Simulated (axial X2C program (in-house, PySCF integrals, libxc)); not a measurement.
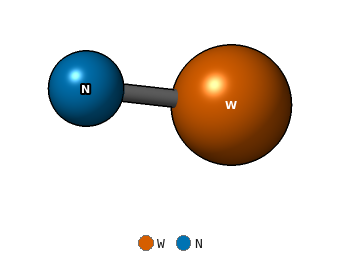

Figure 1. The molecule at the reference distance of 1.626 Å.

# Relativistic diatomic calculation for WN⁺

System: WN⁺. The reference is closed-shell WN⁺; the roots are vertical excitation energies. The distance is the PBE0 minimum at charge 1.
Method: EOM-EE-CCSD, two-component X2C with atomic mean-field Coulomb and Gaunt terms, W dyall-acv3z, N dyall-av3z (cores contracted) (axial X2C program (in-house, PySCF integrals, libxc)).

**Log**
```
two-component X2C + atomic mean field  HF
basis functions 251  fitting functions 1223  grid points 5072
iter        total energy     max residual
   1     -16191.249013734     9.90e-01
   2     -16191.293736274     1.87e-02
   3     -16191.294513387     1.83e-02
   4     -16191.296529907     2.98e-03
   5     -16191.296647139     2.27e-03
   6     -16191.296711510     1.70e-03
   7     -16191.296779732     8.13e-04
   8     -16191.296835947     6.11e-04
   9     -16191.296865152     2.12e-04
  10     -16191.296868338     3.37e-05
  11     -16191.296868634     2.33e-05
  12     -16191.296868802     1.06e-05
  13     -16191.296868842     7.43e-06
  14     -16191.296868852     4.09e-06
  15     -16191.296868854     2.10e-06
  16     -16191.296868855     8.89e-07
converged
one-electron -22525.57272949  Coulomb 6509.58072511  exact exchange -329.87692195  xc functional 0.00000000  nuclear repulsion 168.58166990  atomic mean-field constant -14.00961242
correlated 10  virtual 334  natural virtual 88  E(MP2) -0.404810729  MP2 remainder -0.052329870
iter   CCSD correlation   residual
   1     -0.285598269   3.22e-01
   2     -0.315221047   1.79e-01
   3     -0.320092683   5.92e-02
   4     -0.322540472   3.98e-02
   5     -0.324179098   2.54e-02
   6     -0.324284059   1.65e-02
   7     -0.324403458   1.28e-02
   8     -0.324872496   9.41e-03
   9     -0.325065475   6.28e-03
  10     -0.325190661   3.11e-03
  11     -0.325226733   1.24e-03
  12     -0.325204900   6.61e-04
  13     -0.325228175   3.95e-04
  14     -0.325218771   2.18e-04
  15     -0.325220185   1.27e-04
  16     -0.325221546   7.41e-05
  17     -0.325219709   4.86e-05
  18     -0.325219835   3.45e-05
  19     -0.325218927   2.76e-05
  20     -0.325218362   2.21e-05
  21     -0.325218151   1.61e-05
  22     -0.325217636   1.08e-05
  23     -0.325217564   7.07e-06
  24     -0.325217433   4.59e-06
  25     -0.325217282   2.62e-06
  26     -0.325217261   1.47e-06
  27     -0.325217218   8.86e-07
  28     -0.325217220   5.65e-07
(T) -0.021377782714614258  T1 0.0538  D1 0.0917  max T2 0.177
EOM-EE-CCSD roots
2*Omega      energy/Eh   energy/eV  one-particle weight
    0       0.08365793      2.2764      0.036
    0       0.10364199      2.8202      0.898
    0       0.11396025      3.1010      0.820
    0       0.12492524      3.3994      0.912
    0       0.12678032      3.4499      0.889
    2       0.00483789      0.1316      0.969
    2       0.01088412      0.2962      0.978
    2       0.10538140      2.8676      0.896
    2       0.11471526      3.1216      0.931
    4       0.01956055      0.5323      0.898
    4       0.09752584      2.6538      0.111
    4       0.10410252      2.8328      0.936
    6       0.07437982      2.0240      0.020
```

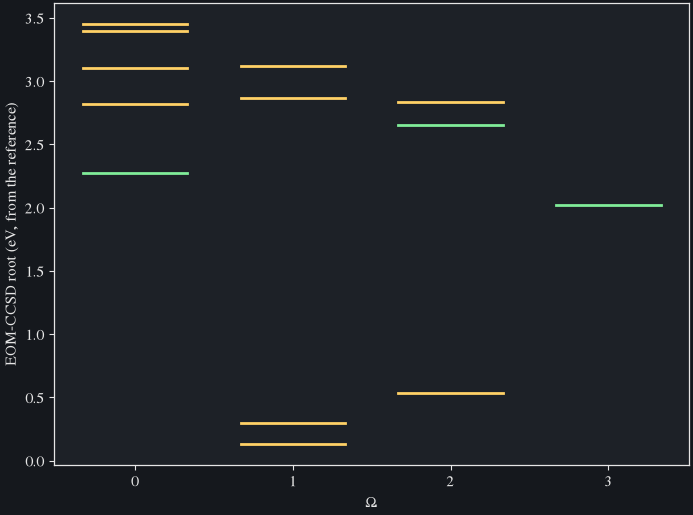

Figure 2. EOM-CCSD roots by Ω at 1.63 Å; roots whose one-particle weight is under 0.8 have the second colour. The lowest has Ω = 1 and lies at 0.132 eV, with one-particle weight 0.97. 3 of the 13 roots are less well described at this level.

**The input**
```
{"zs": [74, 7], "q": 1, "bas": ["dyall-acv3z", "dyall-av3z"], "r0": 1.8, "eom": "ee", "thr": -2.0, "nmax": 88}
```

The line is the task of a batch: nuclear charges, charge, bases, a first guess of the distance and further settings. This report covers the levels named above. The log is that of the reference distance 1.626 Å.

The run was one of a batch that the task file lists, launched with:
```bash
python <driver script> task.json out
```

**Key numbers**

```tsv
quantity	value
outcome	converged
HF energy of the reference WN⁺	−16191.29687 hartree
MP2 energy of the reference WN⁺	−16191.70168 hartree
CCSD energy of the reference WN⁺ (with the MP2 share of the virtual spinors left out of the coupled-cluster step)	−16191.67442 hartree
CCSD(T) energy of the reference WN⁺	−16191.69579 hartree
T1 diagnostic (spinor form; for a closed shell √2 times the usual value)	0.054
hardware	1 thread of Arm Neoverse V2, 24 GiB of memory available, shared host
wall time	31 s
peak memory	0.71 GiB
```
